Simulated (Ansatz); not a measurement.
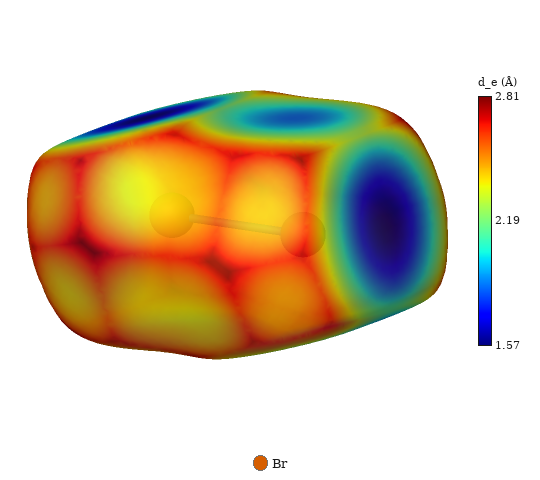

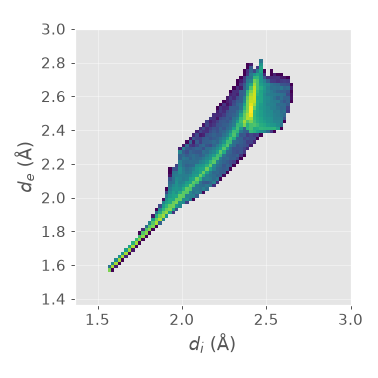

Hirshfeld surface computed for the Br2 molecule in Br in space group Cmce, coloured by d_e. The second picture is its fingerprint plot, coloured by area on a logarithmic scale (dark little, yellow much).

The surface is where the fragment's share of the procrystal density (the sum of the densities of spherically averaged neutral Hartree-Fock atoms) equals one half. d_i and d_e are the distances from the surface to the nearest nucleus inside and outside. Van der Waals radii (Alvarez): Br 1.86 Å.

The cell is taken from the geometry relaxed with Ansatz 0.2.0, DFT PBE, scalar-relativistic, plane waves, PAW.

```
Br
1.0
     8.59570    0.00000    0.00000
     0.00000    4.26954    0.00000
     0.00000    0.00000    8.71332
Br
8
Direct
  0.50000 0.14173 0.61836
  0.50000 0.85827 0.38164
  0.50000 0.64173 0.88164
  0.50000 0.35827 0.11836
  0.00000 0.64173 0.61836
  0.00000 0.35827 0.38164
  0.00000 0.14173 0.88164
  0.00000 0.85827 0.11836
```

> Which contact with the surroundings is the closest relative to the atoms' sizes?

Br···Br at 3.13 Å, 84 % of the sum of the van der Waals radii.

> How is the surface shared among contacts (both directions of a pair summed)?

Br···Br 100 %.

> Give the size and shape of the surface.

It encloses about 75 Å³, has an area of about 94 Å² and a globularity of 0.92 (1 for a sphere).

> Where does the fingerprint reach closest to the origin?

The smallest d_i + d_e is about 3.1 Å, which belongs to the shortest contact, Br···Br at 3.13 Å; d_e runs from 1.57 to 2.81 Å.
